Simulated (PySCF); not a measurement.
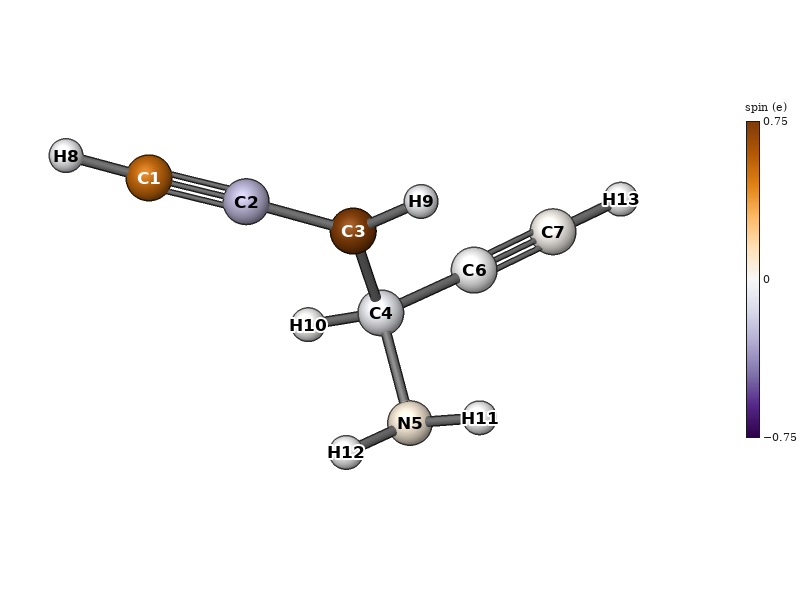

Atoms are coloured by their Mulliken spin populations. Charge 0, doublet. Computed geometry: GFN2-xTB optimisation. No frequency run is at hand to confirm it as a minimum. Properties computed with UKS B3LYP, pcH-1 on C H N, non-relativistic (PySCF 2.14.0).

Which atom carries the largest spin population?

Answer. C3 (0.74 e).

Which atom has the lowest spin population?

Answer. C2 (−0.26 e); a negative value comes from spin polarisation.

List the Mulliken spin populations.

| atom | value (e) |
| --- | --- |
| C1 | 0.54 |
| C2 | −0.26 |
| C3 | 0.74 |
| C4 | −0.05 |
| N5 | 0.07 |
| C6 | 0.00 |
| C7 | 0.02 |
| H8 | −0.02 |
| H9 | −0.03 |
| H10 | 0.00 |
| H11 | 0.00 |
| H12 | 0.00 |
| H13 | 0.00 |

Mulliken values depend strongly on the basis set.
